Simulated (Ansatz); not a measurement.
# Geometry relaxation, with input and output: C4H14OSi2 (part 2 of 3)

C4H14OSi2, SMILES C[SiH](C)O[SiH](C)C; RKS PBE0-D4/def2-TZVP (Ansatz 0.2.0). The geometry: PBE-D4/def2-SVP start.

Geometry of the input (Å):
```
C  0.6563  0.9638  2.1420
Si 0.7059  -0.6297  1.1365
C  0.4658  -2.1347  2.2348
O  -0.5288  -0.6263  -0.0020
Si -1.0230  0.0626  -1.4526
C  -1.1593  1.9347  -1.2699
C  0.1832  -0.3921  -2.8265
H  1.4588  0.9733  2.9088
H  0.7942  1.8543  1.4954
H  -0.3175  1.0679  2.6635
H  2.0357  -0.7228  0.4218
H  -0.5052  -2.0788  2.7681
H  0.4739  -3.0676  1.6359
H  1.2731  -2.2044  2.9929
H  -2.3815  -0.5145  -1.7545
H  -1.8258  2.2036  -0.4252
H  -0.1656  2.3922  -1.0824
H  -1.5752  2.3931  -2.1912
H  1.1925  0.0223  -2.6242
H  0.2789  -1.4928  -2.9208
H  -0.1609  0.0062  -3.8037
```

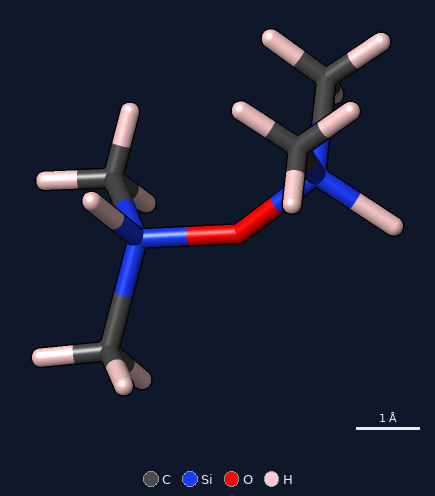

**Figure 1.** The geometry at step 10 of the log (stick view, seen at a tilt).

Trajectory as extended XYZ, continued:
```
21
Properties=species:S:1:pos:R:3:forces:R:3 step=3 energy=-22172.00793
C     0.6398    0.9590    2.1057    0.0058  -0.0113  -0.0053
Si    0.6813   -0.6172    1.1106   -0.0456  -0.0245   0.0179
C     0.4591   -2.1102    2.1971    0.0194   0.0117  -0.0012
O    -0.5261   -0.6162   -0.0002    0.0407   0.0436  -0.0180
Si   -1.0043    0.0580   -1.4184   -0.0038  -0.0200   0.0184
C    -1.1375    1.9104   -1.2438   -0.0046  -0.0122  -0.0036
C     0.1871   -0.3930   -2.7786   -0.0132  -0.0002   0.0053
H     1.4337    0.9629    2.8576    0.0034   0.0011   0.0036
H     0.7783    1.8348    1.4679    0.0008   0.0138  -0.0020
H    -0.3170    1.0646    2.6233   -0.0085   0.0061   0.0067
H     1.9907   -0.7037    0.3979    0.0159   0.0005  -0.0098
H    -0.4969   -2.0631    2.7245   -0.0097  -0.0040   0.0056
H     0.4743   -3.0267    1.6037   -0.0009  -0.0143  -0.0027
H     1.2564   -2.1744    2.9424    0.0010  -0.0020   0.0019
H    -2.3471   -0.5088   -1.7184   -0.0165   0.0003  -0.0124
H    -1.7947    2.1779   -0.4133   -0.0066   0.0121   0.0086
H    -0.1587    2.3629   -1.0636    0.0079   0.0069   0.0023
H    -1.5477    2.3546   -2.1548   -0.0027   0.0028  -0.0037
H     1.1833    0.0100   -2.5787    0.0108   0.0007   0.0011
H     0.2738   -1.4774   -2.8758    0.0062  -0.0121  -0.0073
H    -0.1524    0.0062   -3.7382    0.0002   0.0011  -0.0053
21
Properties=species:S:1:pos:R:3:forces:R:3 step=4 energy=-22172.00821
C     0.6397    0.9594    2.1081   -0.0033  -0.0061   0.0006
Si    0.6799   -0.6168    1.1123   -0.0117  -0.0171   0.0070
C     0.4605   -2.1118    2.1970    0.0010   0.0052  -0.0018
O    -0.5256   -0.6135   -0.0002    0.0287   0.0327  -0.0102
Si   -1.0044    0.0588   -1.4187   -0.0179  -0.0160   0.0045
C    -1.1384    1.9117   -1.2455    0.0019  -0.0043  -0.0008
C     0.1864   -0.3950   -2.7789   -0.0027   0.0002   0.0038
H     1.4336    0.9619    2.8601    0.0014  -0.0003   0.0018
H     0.7795    1.8363    1.4714   -0.0002   0.0005  -0.0007
H    -0.3171    1.0666    2.6260   -0.0010   0.0033   0.0027
H     1.9904   -0.7022    0.3994    0.0035   0.0007  -0.0019
H    -0.4959   -2.0678    2.7245   -0.0016  -0.0036   0.0023
H     0.4776   -3.0284    1.6031    0.0001  -0.0013  -0.0002
H     1.2577   -2.1753    2.9424    0.0014   0.0013   0.0004
H    -2.3484   -0.5065   -1.7205   -0.0031   0.0006  -0.0028
H    -1.7954    2.1816   -0.4152   -0.0001   0.0013   0.0000
H    -0.1595    2.3650   -1.0663    0.0014   0.0028   0.0005
H    -1.5489    2.3547   -2.1571   -0.0012   0.0009  -0.0021
H     1.1837    0.0060   -2.5788    0.0029  -0.0009   0.0000
H     0.2719   -1.4797   -2.8777    0.0003  -0.0007  -0.0010
H    -0.1517    0.0055   -3.7387    0.0001   0.0008  -0.0018
21
Properties=species:S:1:pos:R:3:forces:R:3 step=5 energy=-22172.00871
C     0.6423    0.9576    2.1201    0.0028   0.0009   0.0003
Si    0.6828   -0.6139    1.1172   -0.0051  -0.0081   0.0142
C     0.4601   -2.1141    2.1945    0.0062  -0.0006  -0.0008
O    -0.5172   -0.5983    0.0006    0.0029   0.0090  -0.0126
Si   -1.0045    0.0618   -1.4199   -0.0045  -0.0038  -0.0014
C    -1.1423    1.9153   -1.2564   -0.0014  -0.0026   0.0016
C     0.1835   -0.3977   -2.7808   -0.0013  -0.0018  -0.0001
H     1.4342    0.9560    2.8743    0.0012   0.0013   0.0013
H     0.7863    1.8356    1.4858    0.0002   0.0012   0.0026
H    -0.3155    1.0669    2.6359   -0.0005  -0.0025  -0.0003
H     1.9957   -0.6990    0.4084    0.0023   0.0010   0.0011
H    -0.4965   -2.0767    2.7220   -0.0016   0.0040  -0.0035
H     0.4816   -3.0284    1.5970   -0.0007  -0.0001  -0.0004
H     1.2571   -2.1783    2.9404   -0.0017  -0.0002  -0.0021
H    -2.3483   -0.5082   -1.7155    0.0015   0.0001   0.0036
H    -1.7990    2.1874   -0.4266   -0.0008   0.0014  -0.0018
H    -0.1644    2.3717   -1.0795    0.0024   0.0001  -0.0008
H    -1.5545    2.3536   -2.1696   -0.0013   0.0005  -0.0014
H     1.1825    0.0001   -2.5824   -0.0003   0.0006   0.0013
H     0.2655   -1.4829   -2.8777    0.0000  -0.0001  -0.0011
H    -0.1540    0.0020   -3.7412   -0.0005  -0.0004   0.0002
21
Properties=species:S:1:pos:R:3:forces:R:3 step=6 energy=-22172.00898
C     0.6477    0.9561    2.1380   -0.0024   0.0013  -0.0001
Si    0.6878   -0.6084    1.1243    0.0147  -0.0038  -0.0040
C     0.4595   -2.1167    2.1888    0.0040   0.0031   0.0026
O    -0.5059   -0.5802    0.0018   -0.0002  -0.0015   0.0025
Si   -1.0032    0.0652   -1.4211   -0.0064  -0.0007   0.0002
C    -1.1474    1.9192   -1.2710    0.0027  -0.0006  -0.0016
C     0.1793   -0.4023   -2.7839   -0.0003   0.0013  -0.0001
H     1.4371    0.9495    2.8949   -0.0014  -0.0035  -0.0015
H     0.7946    1.8382    1.5098   -0.0019  -0.0019   0.0013
H    -0.3119    1.0628    2.6509   -0.0019   0.0020   0.0033
H     2.0042   -0.6924    0.4220    0.0011   0.0029  -0.0030
H    -0.4994   -2.0822    2.7123   -0.0027  -0.0012   0.0011
H     0.4839   -3.0272    1.5856   -0.0023   0.0041  -0.0010
H     1.2537   -2.1852    2.9374   -0.0061  -0.0012  -0.0016
H    -2.3466   -0.5117   -1.7049    0.0002  -0.0012   0.0026
H    -1.8038    2.1954   -0.4422    0.0008  -0.0011  -0.0005
H    -0.1704    2.3793   -1.0986    0.0001   0.0021  -0.0007
H    -1.5625    2.3502   -2.1865    0.0012  -0.0011  -0.0004
H     1.1795   -0.0058   -2.5888    0.0008   0.0003  -0.0016
H     0.2589   -1.4881   -2.8774    0.0001   0.0009   0.0016
H    -0.1596   -0.0053   -3.7448   -0.0002   0.0000   0.0008
21
Properties=species:S:1:pos:R:3:forces:R:3 step=8 energy=-22172.00911
C     0.6492    0.9549    2.1524   -0.0020  -0.0016   0.0001
Si    0.6947   -0.6029    1.1286    0.0039   0.0028  -0.0015
C     0.4599   -2.1170    2.1834   -0.0012  -0.0016   0.0021
O    -0.4963   -0.5691    0.0040   -0.0025  -0.0031  -0.0011
Si   -1.0020    0.0664   -1.4199    0.0050   0.0053   0.0001
C    -1.1474    1.9212   -1.2819   -0.0013   0.0001   0.0020
C     0.1747   -0.4060   -2.7861    0.0006  -0.0037   0.0000
H     1.4381    0.9442    2.9097    0.0002   0.0010  -0.0004
H     0.7941    1.8418    1.5305   -0.0005  -0.0019   0.0014
H    -0.3109    1.0553    2.6658    0.0013   0.0002  -0.0007
H     2.0131   -0.6815    0.4289   -0.0015   0.0008   0.0009
H    -0.5023   -2.0828    2.7011   -0.0004  -0.0001  -0.0005
H     0.4841   -3.0235    1.5742    0.0003   0.0013  -0.0006
H     1.2486   -2.1939    2.9368   -0.0001   0.0014  -0.0021
H    -2.3459   -0.5149   -1.6928    0.0018   0.0013   0.0006
H    -1.8019    2.2024   -0.4532    0.0003   0.0011  -0.0016
H    -0.1705    2.3840   -1.1155   -0.0010  -0.0023  -0.0006
H    -1.5654    2.3450   -2.1994    0.0000   0.0000   0.0015
H     1.1753   -0.0068   -2.5982   -0.0023   0.0002   0.0007
H     0.2557   -1.4920   -2.8743    0.0008   0.0004  -0.0009
H    -0.1695   -0.0142   -3.7473   -0.0012  -0.0013   0.0006
21
Properties=species:S:1:pos:R:3:forces:R:3 step=9 energy=-22172.00913
C     0.6468    0.9548    2.1533    0.0001   0.0001   0.0007
Si    0.6943   -0.6021    1.1285   -0.0002   0.0000   0.0000
C     0.4612   -2.1171    2.1823    0.0002   0.0007  -0.0009
O    -0.4970   -0.5696    0.0040   -0.0003   0.0001  -0.0008
Si   -1.0018    0.0671   -1.4198   -0.0001  -0.0008   0.0013
C    -1.1450    1.9220   -1.2816    0.0002   0.0004  -0.0002
C     0.1737   -0.4078   -2.7861   -0.0003  -0.0003   0.0000
H     1.4363    0.9449    2.9100   -0.0002   0.0002  -0.0001
H     0.7900    1.8424    1.5321   -0.0005  -0.0001  -0.0001
H    -0.3130    1.0535    2.6675   -0.0003  -0.0003   0.0001
H     2.0126   -0.6782    0.4286    0.0000   0.0003   0.0002
H    -0.5011   -2.0844    2.6999    0.0001  -0.0001  -0.0001
H     0.4865   -3.0230    1.5723    0.0003  -0.0001   0.0000
H     1.2501   -2.1933    2.9355    0.0002  -0.0002   0.0001
H    -2.3465   -0.5122   -1.6923    0.0000   0.0005  -0.0002
H    -1.7989    2.2041   -0.4529    0.0003   0.0000   0.0000
H    -0.1674    2.3834   -1.1156    0.0003   0.0000   0.0000
H    -1.5628    2.3462   -2.1990    0.0004   0.0001   0.0002
H     1.1741   -0.0074   -2.6001   -0.0002   0.0002  -0.0007
H     0.2554   -1.4940   -2.8721    0.0000  -0.0002   0.0004
H    -0.1720   -0.0186   -3.7478    0.0000  -0.0004   0.0001
21
Properties=species:S:1:pos:R:3:forces:R:3 step=10 energy=-22172.00917
C     0.6394    0.9547    2.1591    0.0029   0.0032   0.0021
Si    0.6938   -0.5985    1.1293   -0.0056  -0.0054   0.0012
C     0.4659   -2.1179    2.1781    0.0001   0.0038  -0.0048
O    -0.4975   -0.5683    0.0046    0.0011   0.0039  -0.0004
Si   -1.0019    0.0689   -1.4190    0.0003  -0.0050   0.0003
C    -1.1369    1.9244   -1.2837   -0.0015   0.0019  -0.0013
C     0.1691   -0.4136   -2.7865   -0.0018   0.0014  -0.0018
H     1.4304    0.9467    2.9142   -0.0010  -0.0006   0.0004
H     0.7768    1.8451    1.5407   -0.0003   0.0011  -0.0022
H    -0.3199    1.0468    2.6753   -0.0020  -0.0012   0.0009
H     2.0126   -0.6669    0.4299    0.0015   0.0003  -0.0008
H    -0.4972   -2.0905    2.6946    0.0013  -0.0006   0.0006
H     0.4952   -3.0214    1.5647    0.0005  -0.0013   0.0006
H     1.2544   -2.1935    2.9315    0.0015  -0.0017   0.0035
H    -2.3494   -0.5050   -1.6885   -0.0021  -0.0003  -0.0001
H    -1.7885    2.2109   -0.4546    0.0002  -0.0001   0.0020
H    -0.1572    2.3820   -1.1201    0.0023   0.0009   0.0009
H    -1.5544    2.3489   -2.2010    0.0005   0.0003  -0.0017
H     1.1695   -0.0102   -2.6072    0.0014  -0.0004  -0.0009
H     0.2522   -1.5001   -2.8652   -0.0005  -0.0007   0.0006
H    -0.1811   -0.0317   -3.7495    0.0012   0.0004   0.0008
21
Properties=species:S:1:pos:R:3:forces:R:3 step=11 energy=-22172.00922
C     0.6278    0.9545    2.1695    0.0022   0.0050   0.0027
Si    0.6932   -0.5928    1.1314   -0.0061  -0.0054   0.0013
C     0.4738   -2.1195    2.1716   -0.0016   0.0039  -0.0077
O    -0.4971   -0.5641    0.0057    0.0028   0.0036   0.0020
Si   -1.0018    0.0721   -1.4183   -0.0030  -0.0069  -0.0004
C    -1.1248    1.9288   -1.2882    0.0002   0.0028  -0.0020
C     0.1614   -0.4229   -2.7879   -0.0019   0.0033  -0.0037
H     1.4204    0.9489    2.9230   -0.0019  -0.0004   0.0002
H     0.7569    1.8491    1.5554   -0.0005  -0.0005  -0.0010
H    -0.3312    1.0360    2.6880   -0.0007  -0.0011  -0.0001
H     2.0132   -0.6483    0.4330    0.0015  -0.0009  -0.0007
H    -0.4904   -2.1012    2.6866    0.0028  -0.0005  -0.0003
H     0.5100   -3.0192    1.5530    0.0003  -0.0006   0.0019
H     1.2615   -2.1944    2.9260    0.0028  -0.0012   0.0041
H    -2.3539   -0.4938   -1.6815   -0.0022  -0.0013  -0.0007
H    -1.7727    2.2222   -0.4586    0.0008  -0.0014   0.0015
H    -0.1417    2.3803   -1.1283    0.0019   0.0017   0.0010
H    -1.5416    2.3532   -2.2059    0.0007   0.0004  -0.0018
H     1.1628   -0.0177   -2.6184    0.0004  -0.0022  -0.0008
H     0.2441   -1.5102   -2.8569   -0.0012   0.0016   0.0006
H    -0.1945   -0.0502   -3.7526    0.0026   0.0002   0.0039
21
Properties=species:S:1:pos:R:3:forces:R:3 step=12 energy=-22172.00927
C     0.6119    0.9543    2.1822   -0.0004   0.0063   0.0001
Si    0.6920   -0.5855    1.1339   -0.0044  -0.0065   0.0030
C     0.4850   -2.1213    2.1635   -0.0043   0.0025  -0.0088
O    -0.4974   -0.5592    0.0071    0.0026   0.0023   0.0039
Si   -1.0024    0.0758   -1.4172   -0.0014  -0.0051  -0.0052
C    -1.1085    1.9343   -1.2937    0.0005   0.0018   0.0001
C     0.1511   -0.4347   -2.7896   -0.0018   0.0028  -0.0048
H     1.4058    0.9523    2.9344   -0.0027  -0.0002  -0.0002
H     0.7306    1.8541    1.5733   -0.0011  -0.0050   0.0028
H    -0.3472    1.0225    2.7029    0.0046  -0.0016  -0.0036
H     2.0133   -0.6254    0.4363   -0.0014   0.0006   0.0011
H    -0.4802   -2.1154    2.6772    0.0065  -0.0002  -0.0026
H     0.5305   -3.0166    1.5390   -0.0001   0.0038   0.0043
H     1.2722   -2.1940    2.9186    0.0022  -0.0008   0.0034
H    -2.3604   -0.4798   -1.6731    0.0001   0.0005   0.0005
H    -1.7515    2.2365   -0.4634    0.0027  -0.0020  -0.0012
H    -0.1207    2.3773   -1.1380   -0.0016  -0.0004   0.0005
H    -1.5236    2.3592   -2.2119    0.0007   0.0002  -0.0013
H     1.1547   -0.0307   -2.6303   -0.0034  -0.0050  -0.0004
H     0.2301   -1.5231   -2.8488   -0.0014   0.0063   0.0002
H    -0.2100   -0.0703   -3.7557    0.0039  -0.0005   0.0084
21
Properties=species:S:1:pos:R:3:forces:R:3 step=13 energy=-22172.00933
C     0.5979    0.9543    2.1926   -0.0057   0.0045  -0.0034
Si    0.6908   -0.5794    1.1358    0.0006  -0.0014   0.0053
C     0.4954   -2.1227    2.1570   -0.0057   0.0008  -0.0084
O    -0.4979   -0.5553    0.0082    0.0017  -0.0010   0.0043
Si   -1.0032    0.0787   -1.4163   -0.0012   0.0012  -0.0095
C    -1.0945    1.9387   -1.2983    0.0029  -0.0011   0.0030
C     0.1420   -0.4449   -2.7912   -0.0022   0.0012  -0.0024
H     1.3920    0.9553    2.9446   -0.0028  -0.0001  -0.0003
H     0.7085    1.8583    1.5879   -0.0015  -0.0101   0.0062
H    -0.3619    1.0114    2.7137    0.0105  -0.0014  -0.0065
H     2.0131   -0.6051    0.4390   -0.0059   0.0001   0.0034
H    -0.4704   -2.1279    2.6699    0.0103   0.0005  -0.0054
H     0.5493   -3.0146    1.5279   -0.0007   0.0085   0.0063
H     1.2825   -2.1927    2.9125    0.0003  -0.0002   0.0013
H    -2.3664   -0.4675   -1.6659    0.0046   0.0016   0.0012
H    -1.7335    2.2484   -0.4676    0.0049  -0.0030  -0.0046
H    -0.1026    2.3741   -1.1455   -0.0062  -0.0024  -0.0002
H    -1.5077    2.3645   -2.2169    0.0007  -0.0005  -0.0005
H     1.1489   -0.0467   -2.6375   -0.0073  -0.0067   0.0002
H     0.2136   -1.5341   -2.8458   -0.0010   0.0101   0.0000
H    -0.2204   -0.0824   -3.7576    0.0038  -0.0007   0.0101
21
Properties=species:S:1:pos:R:3:forces:R:3 step=14 energy=-22172.00942
C     0.5793    0.9545    2.2050   -0.0121   0.0012  -0.0096
Si    0.6890   -0.5716    1.1379    0.0066   0.0026   0.0108
C     0.5096   -2.1238    2.1488   -0.0085  -0.0002  -0.0077
O    -0.4991   -0.5515    0.0097    0.0004  -0.0037   0.0039
Si   -1.0044    0.0820   -1.4151    0.0000   0.0081  -0.0151
C    -1.0763    1.9438   -1.3036    0.0058  -0.0066   0.0070
C     0.1300   -0.4581   -2.7930   -0.0015  -0.0014   0.0042
H     1.3724    0.9592    2.9580   -0.0025  -0.0004  -0.0002
H     0.6808    1.8635    1.6060   -0.0020  -0.0156   0.0099
H    -0.3820    0.9979    2.7254    0.0182  -0.0014  -0.0104
H     2.0125   -0.5793    0.4418   -0.0121   0.0012   0.0064
H    -0.4565   -2.1432    2.6611    0.0163   0.0009  -0.0090
H     0.5743   -3.0114    1.5143   -0.0016   0.0147   0.0090
H     1.2970   -2.1895    2.9046   -0.0025  -0.0001  -0.0010
H    -2.3742   -0.4520   -1.6570    0.0100   0.0045   0.0022
H    -1.7104    2.2630   -0.4725    0.0079  -0.0041  -0.0087
H    -0.0793    2.3692   -1.1542   -0.0127  -0.0053  -0.0012
H    -1.4868    2.3710   -2.2228    0.0006  -0.0012   0.0002
H     1.1426   -0.0727   -2.6425   -0.0128  -0.0080  -0.0003
H     0.1873   -1.5484   -2.8465   -0.0006   0.0157   0.0005
H    -0.2304   -0.0920   -3.7587    0.0033  -0.0007   0.0092
21
Properties=species:S:1:pos:R:3:forces:R:3 step=15 energy=-22172.00951
C     0.5665    0.9546    2.2126   -0.0151  -0.0007  -0.0112
Si    0.6878   -0.5663    1.1391    0.0081   0.0052   0.0138
C     0.5197   -2.1242    2.1434   -0.0100   0.0007  -0.0086
O    -0.5003   -0.5500    0.0107   -0.0009  -0.0048   0.0022
Si   -1.0055    0.0837   -1.4141    0.0028   0.0133  -0.0163
C    -1.0639    1.9464   -1.3068    0.0062  -0.0089   0.0094
C     0.1219   -0.4668   -2.7938   -0.0009  -0.0045   0.0083
H     1.3584    0.9614    2.9668   -0.0023  -0.0006   0.0002
H     0.6627    1.8669    1.6176   -0.0022  -0.0175   0.0101
H    -0.3960    0.9892    2.7316    0.0207  -0.0010  -0.0109
H     2.0116   -0.5609    0.4433   -0.0134   0.0000   0.0066
H    -0.4465   -2.1529    2.6553    0.0191   0.0009  -0.0103
H     0.5914   -3.0088    1.5054   -0.0020   0.0165   0.0100
H     1.3073   -2.1868    2.8993   -0.0031  -0.0005  -0.0009
H    -2.3797   -0.4412   -1.6511    0.0113   0.0044   0.0021
H    -1.6945    2.2720   -0.4754    0.0090  -0.0040  -0.0097
H    -0.0636    2.3650   -1.1598   -0.0148  -0.0063  -0.0013
H    -1.4727    2.3745   -2.2263    0.0003  -0.0013  -0.0001
H     1.1390   -0.0935   -2.6428   -0.0154  -0.0078  -0.0006
H     0.1664   -1.5576   -2.8497    0.0001   0.0176   0.0005
H    -0.2347   -0.0943   -3.7585    0.0025  -0.0007   0.0066
```
